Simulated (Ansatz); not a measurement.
**C6H3F2 radical: energies up the ladder**

Wanted for C6H3F2 radical: energies up the ladder. Spin multiplicity 2.

Computed with Ansatz 0.2.0 (the levels named in each step, unless a step's input says otherwise).

## Step 1: The system as given

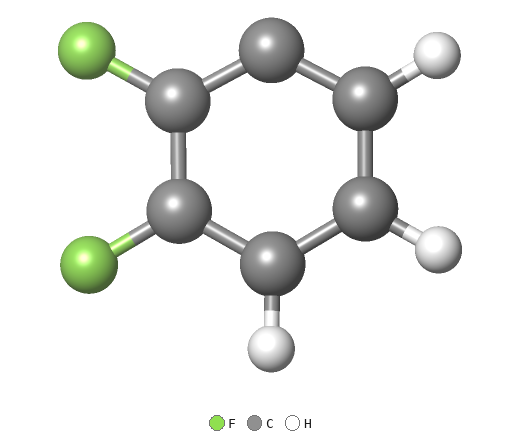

The starting structure, seen from a chosen angle (fluorine green, carbon grey, hydrogen white).

As a file:

```xyz
11

F     1.7922   -1.1467    0.1228
C     0.5474   -0.6614    0.0456
C    -0.5620   -1.4552    0.0081
C    -1.8390   -0.9933   -0.0710
C    -2.0271    0.3876   -0.1194
C    -0.9387    1.2391   -0.0837
C     0.3417    0.7235   -0.0002
F     1.3980    1.5511    0.0379
H    -2.6826   -1.6641   -0.0955
H    -3.0275    0.7862   -0.1843
H    -1.0644    2.3098   -0.1198
```

## Step 2: A rough first relaxation, PBE-D4/def2-SVPD

Contents of input.yaml:

```yaml
crystal:
  periodic: [false, false, false]
  atoms:
    - { symbol: F, position_ang: [1.79216, -1.14667, 0.12279] }
    - { symbol: C, position_ang: [0.54736, -0.66144, 0.04556] }
    - { symbol: C, position_ang: [-0.56197, -1.45518, 0.00813] }
    - { symbol: C, position_ang: [-1.83896, -0.99334, -0.07096] }
    - { symbol: C, position_ang: [-2.0271, 0.38759, -0.11944] }
    - { symbol: C, position_ang: [-0.9387, 1.23907, -0.0837] }
    - { symbol: C, position_ang: [0.3417, 0.72346, -0.00024] }
    - { symbol: F, position_ang: [1.39802, 1.55107, 0.0379] }
    - { symbol: H, position_ang: [-2.68256, -1.66408, -0.09549] }
    - { symbol: H, position_ang: [-3.02754, 0.78623, -0.18428] }
    - { symbol: H, position_ang: [-1.06443, 2.30978, -0.11978] }
magnetization:
  spin_polarized: true
  initial_magnetization: 1
basis:
  gaussian: { orbitals: def2-SVPD }
hamiltonian:
  xc: pbe
  dispersion: d4
relax:
  f_tol: 0.03
  max_steps: 200
```

Launch:

```console
> ansatz run input.yaml --threads 8 --pin off --max-ram 22528MiB --backend cpu --events-out ev --progress --plain --runs-dir out
```

Output (excerpt; [...] marks lines left out):

```text
Warning: RAYON_NUM_THREADS=8 ignored (pool sized by the plan → 8); use --threads N
[...]
Functional definition: PBE
[...]
1576 factors; their error is unknown
[...]
mean field -11680.79146113 eV, -429.2611686718 hartree, gradient 4.6e-5 eV, S^2 0.756446; 0 other end points of the search recorded, 0 dependent functions left out
[...]
reference -11680.79151141 eV, -429.2611705196 hartree; 29, 28 occupied and 161, 162 virtual orbitals, 1576 factors
relax step   1: F+E_penalty+E_count = -11681.08653295 eV  Δ(F+E_penalty+E_count) = +0.000e0 eV  max|allowed force component| = 6.946e-1 eV/Å  Δτ_max = 0.0000 Å  (37 SCF iters, accepted)
[...]
relax step   2: F+E_penalty+E_count = -11681.15579295 eV  Δ(F+E_penalty+E_count) = -6.926e-2 eV  max|allowed force component| = 2.045e-1 eV/Å  Δτ_max = 0.0347 Å  (37 SCF iters, accepted)
[...]
relax step   3: F+E_penalty+E_count = -11681.16180841 eV  Δ(F+E_penalty+E_count) = -6.015e-3 eV  max|allowed force component| = 2.916e-2 eV/Å  Δτ_max = 0.0139 Å  (37 SCF iters, accepted)
1576 factors; their error is unknown
mean field -11680.86922018 eV, -429.2640262642 hartree, gradient 2.8e-5 eV, S^2 0.756860; 1 other end points of the search recorded, 0 dependent functions left out
[...]
reference -11680.86927059 eV, -429.2640281166 hartree; 29, 28 occupied and 161, 162 virtual orbitals, 1576 factors
Total energy: -11681.16185881 eV, -429.2747805355 hartree
Atom 0 at     1.820706    -1.153666     0.127730 Å, force    -0.007735    -0.009256    -0.001039 eV/Å
Atom 1 at     0.570725    -0.663826     0.047837 Å, force     0.022257     0.003253     0.003353 eV/Å
Atom 2 at    -0.555197    -1.461583     0.009241 Å, force     0.005778     0.029158    -0.000613 eV/Å
Atom 3 at    -1.857815    -1.012463    -0.072123 Å, force    -0.019301    -0.026756    -0.002861 eV/Å
Atom 4 at    -2.042271     0.387729    -0.119493 Å, force     0.019699    -0.018255     0.005277 eV/Å
Atom 5 at    -0.938261     1.253206    -0.083235 Å, force    -0.010124     0.015842    -0.003395 eV/Å
Atom 6 at     0.356746     0.729888    -0.000466 Å, force    -0.025676    -0.015357    -0.001618 eV/Å
Atom 7 at     1.422313     1.554236     0.034230 Å, force     0.015795     0.008382     0.001316 eV/Å
Atom 8 at    -2.716418    -1.698647    -0.099863 Å, force    -0.000497     0.002211     0.000365 eV/Å
Atom 9 at    -3.059660     0.798291    -0.184573 Å, force    -0.001234     0.010832    -0.000749 eV/Å
Atom 10 at    -1.062886     2.343325    -0.118797 Å, force     0.001038    -0.000053    -0.000037 eV/Å
Dipole moment:    -0.549278     0.110308    -0.032224 e Å
```

It took 11 s on 8 threads of AMD EPYC 7R43 (Zen 3), shared host; peak memory 0.35 GiB.

Relaxation path:

| step | E - E(step 1) (eV) | largest force component (eV/Å) |
| --- | --- | --- |
| 1 | 0.0000 | 0.6946 |
| 2 | -0.0693 | 0.2045 |
| 3 | -0.0753 | 0.0292 |

Step 1 is the start.

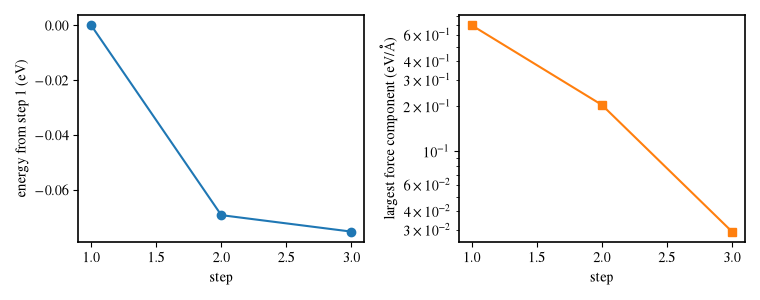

Energy and largest force along the relaxation.

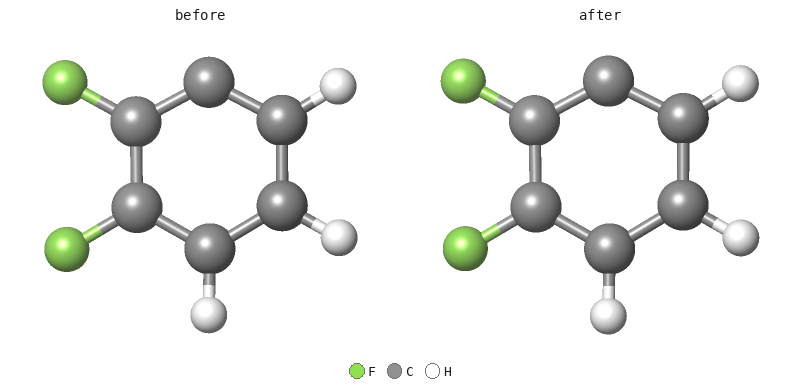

The structure before (left) and after (right) the relaxation, drawn at the same scale.

Before: Bond lengths: F1–C2 1.338 Å, C2–C3 1.365 Å, C3–C4 1.360 Å, C4–C5 1.395 Å, C5–C6 1.382 Å, C2–C7 1.401 Å, C6–C7 1.383 Å, C7–F8 1.342 Å, C4–H9 1.078 Å, C5–H10 1.079 Å, C6–H11 1.079 Å. Angles (14 of 16 angles, heavy atoms first): F1–C2–C3 123.2°, F1–C2–C7 119.8°, C3–C2–C7 117.1°, C2–C3–C4 124.6°, C3–C4–C5 117.7°, C4–C5–C6 120.2°, C5–C6–C7 120.1°, C2–C7–C6 120.4°, C2–C7–F8 119.5°, C6–C7–F8 120.0°, C3–C4–H9 121.6°, C5–C4–H9 120.6°, C4–C5–H10 119.5°, C6–C5–H10 120.3°.

After: Bond lengths: F1–C2 1.345 Å, C2–C3 1.380 Å, C3–C4 1.380 Å, C4–C5 1.413 Å, C5–C6 1.403 Å, C2–C7 1.411 Å, C6–C7 1.399 Å, C7–F8 1.348 Å, C4–H9 1.099 Å, C5–H10 1.099 Å, C6–H11 1.098 Å. Angles (14 of 16 angles, heavy atoms first): F1–C2–C3 123.3°, F1–C2–C7 120.2°, C3–C2–C7 116.5°, C2–C3–C4 125.7°, C3–C4–C5 116.6°, C4–C5–C6 120.5°, C5–C6–C7 119.9°, C2–C7–C6 120.8°, C2–C7–F8 118.9°, C6–C7–F8 120.3°, C3–C4–H9 122.4°, C5–C4–H9 121.0°, C4–C5–H10 119.5°, C6–C5–H10 120.0°.

## Step 3: Relaxation, PBE0-D4/def2-TZVPPD

Contents of input.yaml:

```yaml
crystal:
  periodic: [false, false, false]
  atoms:
    - { symbol: F, position_ang: [1.82070553, -1.15366554, 0.12772998] }
    - { symbol: C, position_ang: [0.57072471, -0.66382643, 0.04783712] }
    - { symbol: C, position_ang: [-0.55519679, -1.46158276, 0.00924142] }
    - { symbol: C, position_ang: [-1.85781542, -1.0124632, -0.07212288] }
    - { symbol: C, position_ang: [-2.04227149, 0.3877293, -0.11949285] }
    - { symbol: C, position_ang: [-0.9382608, 1.25320619, -0.08323479] }
    - { symbol: C, position_ang: [0.35674557, 0.72988801, -0.00046564] }
    - { symbol: F, position_ang: [1.4223125, 1.55423619, 0.03423025] }
    - { symbol: H, position_ang: [-2.71641845, -1.69864719, -0.09986303] }
    - { symbol: H, position_ang: [-3.0596597, 0.79829057, -0.18457263] }
    - { symbol: H, position_ang: [-1.06288565, 2.34332485, -0.11879693] }
magnetization:
  spin_polarized: true
  initial_magnetization: 1
basis:
  gaussian: { orbitals: def2-TZVPPD.json }
hamiltonian:
  xc: pbe0
  dispersion: d4
relax:
  f_tol: 0.002
  max_steps: 150
```

Launch:

```console
> ansatz run input.yaml --threads 8 --pin off --max-ram 22528MiB --backend cpu --events-out ev --progress --plain --runs-dir out
```

Output (excerpt; [...] marks lines left out):

```text
Warning: RAYON_NUM_THREADS=8 ignored (pool sized by the plan → 8); use --threads N
[...]
Functional definition: PBE0
[...]
1615 factors; their error is unknown
[...]
mean field -11693.74364805 eV, -429.7371527618 hartree, gradient 8.0e-5 eV, S^2 0.761861; 0 other end points of the search recorded, 0 dependent functions left out
[...]
reference -11693.74369047 eV, -429.7371543205 hartree; 29, 28 occupied and 324, 325 virtual orbitals, 1615 factors
relax step   1: F+E_penalty+E_count = -11693.98862002 eV  Δ(F+E_penalty+E_count) = +0.000e0 eV  max|allowed force component| = 7.683e-1 eV/Å  Δτ_max = 0.0000 Å  (48 SCF iters, accepted)
[...]
relax step   5: F+E_penalty+E_count = -11694.05999402 eV  Δ(F+E_penalty+E_count) = -2.509e-6 eV  max|allowed force component| = 2.397e-3 eV/Å  Δτ_max = 0.0006 Å  (48 SCF iters, accepted)
[...]
Atom 1 at     0.555375    -0.652366     0.046847 Å, force     0.000044     0.000080     0.000044 eV/Å
Atom 2 at    -0.557694    -1.441857     0.008478 Å, force     0.000153     0.000185    -0.000052 eV/Å
Atom 3 at    -1.846910    -0.998680    -0.072045 Å, force    -0.000011    -0.000032     0.000061 eV/Å
Atom 4 at    -2.027896     0.383455    -0.118411 Å, force    -0.000038    -0.000169    -0.000012 eV/Å
Atom 5 at    -0.936046     1.238098    -0.082896 Å, force    -0.000171     0.000157    -0.000029 eV/Å
Atom 6 at     0.343912     0.722260    -0.000945 Å, force     0.000395    -0.000660     0.000035 eV/Å
Atom 7 at     1.395483     1.538577     0.033442 Å, force     0.000250    -0.000244     0.000013 eV/Å
Atom 8 at    -2.689197    -1.678368    -0.098895 Å, force    -0.000065    -0.000102    -0.000013 eV/Å
Atom 9 at    -3.028508     0.792933    -0.182642 Å, force     0.000130     0.000051     0.000002 eV/Å
Atom 10 at    -1.058615     2.312628    -0.117981 Å, force    -0.000392     0.000426    -0.000022 eV/Å
Dipole moment:    -0.539779     0.102689    -0.031510 e Å
```

Wall time 87 s (8 threads of AMD EPYC 7R43 (Zen 3), shared host); peak memory 1.7 GiB.

Step by step:

| step | E - E(step 1) (eV) | largest force component (eV/Å) |
| --- | --- | --- |
| 1 | 0.0000 | 0.7683 |
| 2 | -0.0657 | 0.2785 |
| 3 | -0.0713 | 0.0361 |
| 4 | -0.0714 | 0.0051 |
| 5 | -0.0714 | 0.0024 |
| 6 | -0.0714 | 0.0007 |

Step 1 is the start.

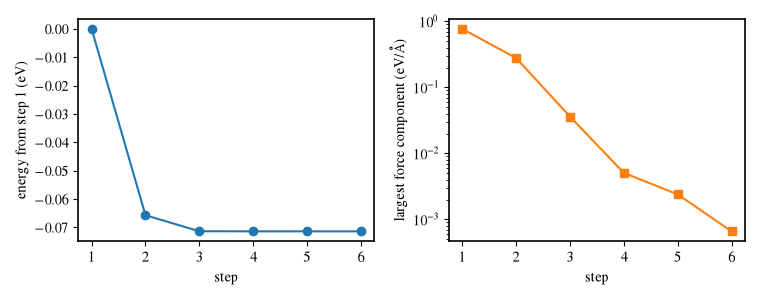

Energy and largest force along the relaxation.

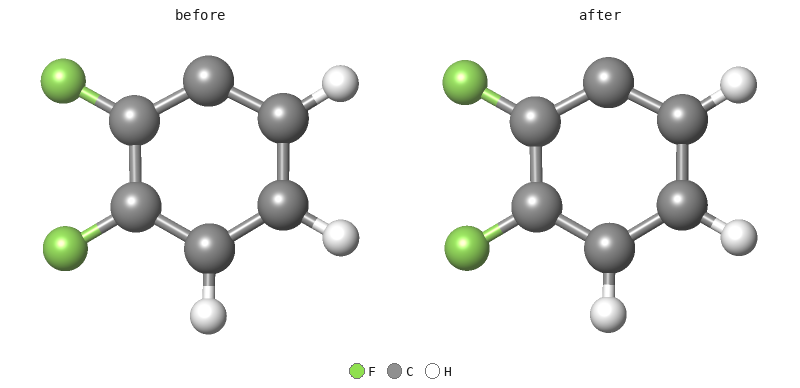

The structure before (left) and after (right) the relaxation, drawn at the same scale.

Before: Bond lengths: F1–C2 1.345 Å, C2–C3 1.380 Å, C3–C4 1.380 Å, C4–C5 1.413 Å, C5–C6 1.403 Å, C2–C7 1.411 Å, C6–C7 1.399 Å, C7–F8 1.348 Å, C4–H9 1.099 Å, C5–H10 1.099 Å, C6–H11 1.098 Å. Angles (14 of 16 angles, heavy atoms first): F1–C2–C3 123.3°, F1–C2–C7 120.2°, C3–C2–C7 116.5°, C2–C3–C4 125.7°, C3–C4–C5 116.6°, C4–C5–C6 120.5°, C5–C6–C7 119.9°, C2–C7–C6 120.8°, C2–C7–F8 118.9°, C6–C7–F8 120.3°, C3–C4–H9 122.4°, C5–C4–H9 121.0°, C4–C5–H10 119.5°, C6–C5–H10 120.0°.

After: Bond lengths: F1–C2 1.328 Å, C2–C3 1.365 Å, C3–C4 1.366 Å, C4–C5 1.395 Å, C5–C6 1.387 Å, C2–C7 1.392 Å, C6–C7 1.382 Å, C7–F8 1.332 Å, C4–H9 1.083 Å, C5–H10 1.083 Å, C6–H11 1.082 Å. Angles (14 of 16 angles, heavy atoms first): F1–C2–C3 123.1°, F1–C2–C7 120.4°, C3–C2–C7 116.5°, C2–C3–C4 125.7°, C3–C4–C5 116.5°, C4–C5–C6 120.5°, C5–C6–C7 120.0°, C2–C7–C6 120.8°, C2–C7–F8 119.0°, C6–C7–F8 120.3°, C3–C4–H9 122.2°, C5–C4–H9 121.4°, C4–C5–H10 119.8°, C6–C5–H10 119.7°.

## Step 4: Frequencies, PBE0-D4/def2-TZVPPD

Contents of input.yaml:

```yaml
crystal:
  periodic: [false, false, false]
  atoms:
    - { symbol: F, position_ang: [1.78807603, -1.14019048, 0.12553722] }
    - { symbol: C, position_ang: [0.55537483, -0.65236587, 0.04684745] }
    - { symbol: C, position_ang: [-0.55769369, -1.44185746, 0.00847815] }
    - { symbol: C, position_ang: [-1.84690976, -0.99867973, -0.07204489] }
    - { symbol: C, position_ang: [-2.02789576, 0.3834551, -0.11841111] }
    - { symbol: C, position_ang: [-0.93604629, 1.23809773, -0.08289623] }
    - { symbol: C, position_ang: [0.34391198, 0.72226036, -0.00094454] }
    - { symbol: F, position_ang: [1.39548301, 1.53857742, 0.03344165] }
    - { symbol: H, position_ang: [-2.68919709, -1.67836754, -0.09889468] }
    - { symbol: H, position_ang: [-3.02850849, 0.79293278, -0.18264246] }
    - { symbol: H, position_ang: [-1.05861476, 2.31262767, -0.11798054] }
magnetization:
  spin_polarized: true
  initial_magnetization: 1
basis:
  gaussian: { orbitals: def2-TZVPPD.json }
hamiltonian:
  xc: pbe0
  dispersion: d4
phonons: {}
```

Launch:

```console
> ansatz run input.yaml --threads 8 --pin off --max-ram 22528MiB --backend cpu --events-out ev --progress --plain --runs-dir out
```

Output (excerpt; [...] marks lines left out):

```text
Warning: RAYON_NUM_THREADS=8 ignored (pool sized by the plan → 8); use --threads N
[...]
[... 1 set-up line as earlier in the session ...]
[...]
1615 factors; their error is unknown
[...]
mean field -11693.81301967 eV, -429.7397021216 hartree, gradient 7.2e-5 eV, S^2 0.760841; 0 other end points of the search recorded, 0 dependent functions left out
[...]
reference -11693.81306179 eV, -429.7397036697 hartree; 29, 28 occupied and 324, 325 virtual orbitals, 1615 factors
[...]
1615 factors; their error is unknown
mean field -11693.81292527 eV, -429.7396986525 hartree, gradient 3.3e-6 eV, S^2 0.760845; 0 other end points of the search recorded, 0 dependent functions left out
[...]
reference -11693.81296741 eV, -429.7397002010 hartree; 29, 28 occupied and 324, 325 virtual orbitals, 1615 factors
[...]
1615 factors; their error is unknown
[...]
Atom 3 at    -1.846910    -0.998680    -0.072045 Å, force    -0.000014    -0.000026     0.000061 eV/Å
Atom 4 at    -2.027896     0.383455    -0.118411 Å, force    -0.000039    -0.000168    -0.000012 eV/Å
Atom 5 at    -0.936046     1.238098    -0.082896 Å, force    -0.000171     0.000154    -0.000029 eV/Å
Atom 6 at     0.343912     0.722260    -0.000945 Å, force     0.000400    -0.000664     0.000035 eV/Å
Atom 7 at     1.395483     1.538577     0.033442 Å, force     0.000246    -0.000245     0.000013 eV/Å
Atom 8 at    -2.689197    -1.678368    -0.098895 Å, force    -0.000064    -0.000101    -0.000013 eV/Å
Atom 9 at    -3.028508     0.792933    -0.182642 Å, force     0.000131     0.000050     0.000002 eV/Å
Atom 10 at    -1.058615     2.312628    -0.117981 Å, force    -0.000393     0.000427    -0.000022 eV/Å
Dipole moment:    -0.539778     0.102690    -0.031510 e Å
Vibrations: 188.51 282.84 284.24 441.20 490.98 548.72 557.16 580.14 714.11 764.44 790.23 846.05 893.32 983.47 1076.52 1132.72 1175.11 1261.43 1308.55 1356.81 1467.90 1531.34 1618.69 1681.19 3199.18 3213.72 3227.53 cm⁻¹, zero-point energy 1.959949 eV
```

It took 8.4 min on 8 threads of AMD EPYC 7R43 (Zen 3), shared host; peak memory 1.8 GiB.

Harmonic frequencies (cm⁻¹; negative: imaginary): 189, 283, 284, 441, 491, 549, 557, 580, 714, 764, 790, 846, 893, 983, 1077, 1133, 1175, 1261, 1309, 1357, 1468, 1531, 1619, 1681, 3199, 3214, 3228.

## Step 5: Single point, PBE-D4/def2-TZVPPD

input.yaml: that of step 4 with these lines changed.

```diff
@@ -20,4 +20,3 @@
 hamiltonian:
-  xc: pbe0
+  xc: pbe
   dispersion: d4
-phonons: {}
```

Launch:

```console
> ansatz run input.yaml --threads 8 --pin off --max-ram 22528MiB --backend cpu --events-out ev --progress --plain --runs-dir out
```

Output:

```text
Warning: RAYON_NUM_THREADS=8 ignored (pool sized by the plan → 8); use --threads N
Engine: ansatz 0.2.0, x86_64-unknown-linux-gnu
[... 1 set-up line as earlier in the session ...]
  parameter kappa = 0.804
  parameter beta = 0.06672455060314922
  exchange = pbe_x(kappa = kappa, mu = beta*pi^2/3)
  correlation = pbe_c(beta = beta)
1615 factors; their error is unknown
mean field evaluation 1: about -11680.5239 eV, gradient 5.2e1 eV
mean field evaluation 2: about -11651.1716 eV, gradient 8.9e1 eV
mean field evaluation 4: about -11692.8543 eV, gradient 1.1e1 eV
mean field evaluation 8: about -11693.5137 eV, gradient 2.4e-1 eV
mean field evaluation 16: about -11693.4645 eV, gradient 1.0e-2 eV
mean field -11693.46449455 eV, -429.7268940598 hartree, gradient 2.9e-5 eV, S^2 0.756312; 0 other end points of the search recorded, 0 dependent functions left out
reference -11693.46455334 eV, -429.7268962201 hartree; 29, 28 occupied and 324, 325 virtual orbitals, 1615 factors
Total energy: -11693.75977042 eV, -429.7377452479 hartree
```

It took 8.3 s on 8 threads of AMD EPYC 7R43 (Zen 3), shared host; peak memory 0.73 GiB.

## Step 6: Single point, r2SCAN-D4/def2-TZVPPD

input.yaml: that of step 5 with these lines changed.

```diff
@@ -20,3 +20,3 @@
 hamiltonian:
-  xc: pbe
+  xc: r2scan
   dispersion: d4
```

Launch:

```console
> ansatz run input.yaml --threads 8 --pin off --max-ram 22528MiB --backend cpu --events-out ev --progress --plain --runs-dir out
```

Output:

```text
Warning: RAYON_NUM_THREADS=8 ignored (pool sized by the plan → 8); use --threads N
[... 1 set-up line as earlier in the session ...]
Functional definition: r2SCAN
  parameter k0 = 0.174
  parameter k1 = 0.065
  parameter a1 = 4.9479
  exchange = r2scan_x(k0 = k0, k1 = k1, a1 = a1)
  correlation = r2scan_c
1615 factors; their error is unknown
mean field evaluation 1: about -11690.5576 eV, gradient 4.7e1 eV
mean field evaluation 2: about -11677.4255 eV, gradient 6.7e1 eV
mean field evaluation 4: about -11700.6006 eV, gradient 6.2e0 eV
mean field evaluation 8: about -11700.8189 eV, gradient 2.7e-1 eV
mean field evaluation 16: about -11700.7740 eV, gradient 4.9e-3 eV
mean field -11700.77395241 eV, -429.9955116817 hartree, gradient 5.2e-5 eV, S^2 0.762316; 0 other end points of the search recorded, 0 dependent functions left out
reference -11700.77397521 eV, -429.9955125194 hartree; 29, 28 occupied and 324, 325 virtual orbitals, 1615 factors
Total energy: -11700.84721199 eV, -429.9982039216 hartree
```

It took 12 s on 8 threads of AMD EPYC 7R43 (Zen 3), shared host; peak memory 0.81 GiB.

## Step 7: Single point, B3LYP-D4/def2-TZVPPD

input.yaml: that of step 6 with these lines changed.

```diff
@@ -20,3 +20,3 @@
 hamiltonian:
-  xc: r2scan
+  xc: { name: B3LYP }
   dispersion: d4
```

Launch:

```console
> ansatz run input.yaml --threads 8 --pin off --max-ram 22528MiB --backend cpu --events-out ev --progress --plain --runs-dir out
```

Output:

```text
Warning: RAYON_NUM_THREADS=8 ignored (pool sized by the plan → 8); use --threads N
[... 1 set-up line as earlier in the session ...]
Functional definition: B3LYP
  parameter a0 = 0.2
  parameter ax = 0.72
  parameter ac = 0.81
  exchange = (1 - a0 - ax)*slater_x + ax*b88_x + a0*exact_x
  correlation = (1 - ac)*vwn_rpa_c + ac*lyp_c
1615 factors; their error is unknown
mean field evaluation 1: about -11697.4687 eV, gradient 4.4e1 eV
mean field evaluation 2: about -11690.3578 eV, gradient 5.6e1 eV
mean field evaluation 4: about -11706.3683 eV, gradient 4.4e0 eV
mean field evaluation 8: about -11706.4596 eV, gradient 1.6e-1 eV
mean field evaluation 16: about -11706.4632 eV, gradient 2.9e-3 eV
mean field -11706.46316365 eV, -430.2045863384 hartree, gradient 7.8e-5 eV, S^2 0.757304; 0 other end points of the search recorded, 0 dependent functions left out
reference -11706.46346627 eV, -430.2045974594 hartree; 29, 28 occupied and 324, 325 virtual orbitals, 1615 factors
Total energy: -11706.93797530 eV, -430.2220353448 hartree
```

It took 13 s on 8 threads of AMD EPYC 7R43 (Zen 3), shared host; peak memory 1.6 GiB.

## Step 8: Single point, wB97M-V/def2-TZVPPD

input.yaml: that of step 7 with these lines changed.

```diff
@@ -20,3 +20,2 @@
 hamiltonian:
-  xc: { name: B3LYP }
-  dispersion: d4
+  xc: { name: wB97M-V }
```

Launch:

```console
> ansatz run input.yaml --threads 8 --pin off --max-ram 22528MiB --backend cpu --events-out ev --progress --plain --runs-dir out
```

Output (excerpt; [...] marks lines left out):

```text
Warning: RAYON_NUM_THREADS=8 ignored (pool sized by the plan → 8); use --threads N
[...]
Functional definition: wB97M-V
[...]
  gx(w, u) = 1 - cx + cx01*u + cx10*w
  gss(w, u) = css00 + css04*u^4 + css10*w + css20*w^2 + css43*w^4*u^3
  gos(w, u) = cos00 + cos10*w + (cos20 + cos21*u)*w^2 + (cos60 + cos61*u)*w^6
[...]
      + integral(e_c_pw_mod_opposite_spin*gos(b97_w_opposite, b97_u_opposite)) + vv10(b, c)
1615 factors; their error is unknown
460 factors; integrals over basis functions are off by at most 2.4e-5 eV
[...]
mean field -11702.83411280 eV, -430.0712211797 hartree, gradient 2.8e-5 eV, S^2 0.759079; 0 other end points of the search recorded, 0 dependent functions left out
reference -11702.83418255 eV, -430.0712237429 hartree; 29, 28 occupied and 324, 325 virtual orbitals, 1615 factors
Total energy: -11702.83418255 eV, -430.0712237429 hartree
```

Wall time 61 s (8 threads of AMD EPYC 7R43 (Zen 3), shared host); peak memory 2.8 GiB.

## Step 9: Single point, B2PLYP/def2-TZVPPD

input.yaml: that of step 8 with these lines changed.

```diff
@@ -20,2 +20,2 @@
 hamiltonian:
-  xc: { name: wB97M-V }
+  xc: { name: B2PLYP }
```

Launch:

```console
> ansatz run input.yaml --threads 8 --pin off --max-ram 22528MiB --backend cpu --events-out ev --progress --plain --runs-dir out
```

Output (excerpt; [...] marks lines left out):

```text
Warning: RAYON_NUM_THREADS=8 ignored (pool sized by the plan → 8); use --threads N
[...]
Functional definition: B2PLYP
[...]
2172 factors; integrals over basis functions are off by at most 1.1e-3 eV
[...]
mean field -11685.74816984 eV, -429.4433243569 hartree, gradient 3.3e-6 eV, S^2 0.776095; 2 other end points of the search recorded, 0 dependent functions left out
8 core orbitals not correlated: weight in the atoms' cores, before any rotation towards them, 1.000 or more for the frozen orbitals, at most 0.000 for the correlated occupied ones
reference -11685.74835411 eV, -429.4433311288 hartree; 21, 20 occupied and 324, 325 virtual orbitals, 2172 factors
second order -45.70405702 eV of doubles, -0.00000000 eV of singles
Total energy: -11698.08844950 eV, -429.8968212701 hartree
```

Run time: 31 s. Hardware: 8 threads of AMD EPYC 7R43 (Zen 3), shared host; peak memory 2 GiB.

[end of part 1 of 2]
